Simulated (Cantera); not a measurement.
A closed system holds: 1 mol C3H8, 0.88 mol H2O, 18 mol N2, at 28.0 Pa.

Method: chemical equilibrium by Gibbs-energy minimisation in Cantera with the NASA 1993 tables (ideal gas, pure condensed phases). Candidate condensed phases: C, C6H6, C7H8, C8H18, H2O; 136 gas species. Kinetics and transport are ignored.

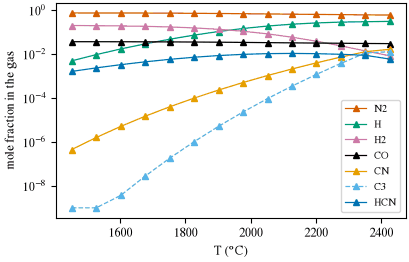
*Equilibrium gas composition (values under 1e-9 drawn at 1e-9)*

From 1452 °C to 2352 °C the condensed part is C(graphite). At 2427 °C nothing is condensed. The main C-bearing gas is CO at 1452 °C and C3 at 2427 °C. The share of C in condensed phases is highest at 1452 °C (69.3 %) and lowest at 2427 °C (0.0 %).
